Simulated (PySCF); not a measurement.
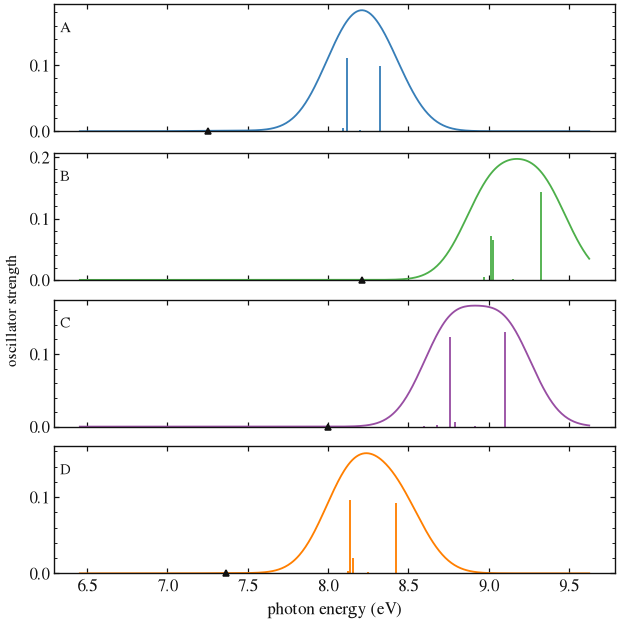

Vertical TDDFT spectra of C₅H₁₀, SMILES C1CCCC1 at one geometry and several levels (PySCF, at a PBE0-D3(BJ)/def2-SVP geometry (no frequency check)); sticks with Gaussians of 1/e half-width 0.25 eV, the triangle marks S1, which has the same leading orbital pair at all these levels. Only the lowest states were computed, so the high end is incomplete. States within 0.01 eV of each other are merged, with their strengths summed. The highest state may be half of a pair whose partner wasn't computed.

The levels are B3LYP/def2-SVPD, LDA/def2-SVPD, PBE/def2-SVPD and PBE0/def2-SVPD. Which panel is which?

Answer. A: LDA/def2-SVPD (S1 at 7.25 eV); B: PBE0/def2-SVPD (S1 at 8.21 eV); C: B3LYP/def2-SVPD (S1 at 8.00 eV); D: PBE/def2-SVPD (S1 at 7.36 eV).

Caveats, for all or some of the runs: core orbitals are frozen in the response; one conformer of a flexible molecule; states above the negative HOMO energy depend on the basis.
